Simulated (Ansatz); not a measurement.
Take GaAs in the zinc blende structure (space group F-43m, No. 216; a = 5.6594 Å) as the base. Axes: x, y, z lie along the cube axes.

Modification: biaxial strain −1.02 %, plane normal [001], relaxed out of plane (Cartesian); in-plane vectors clamped, the third vector and the atoms free.

Calculations: PBEsol, PAW, 420 eV (Ansatz, an electronic-structure program; spin-orbit coupling left out), earlier PAW set.

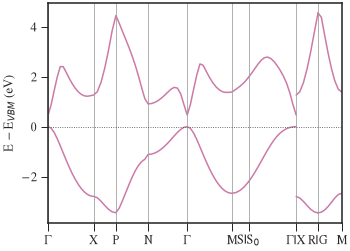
Highest valence and lowest conduction band along the path of the changed cell's own zone

The gap is 0.47 eV, direct at Γ; the base has 0.42 eV.

Stability against distortions was not tested. k-point labels follow each cell's own Brillouin zone.
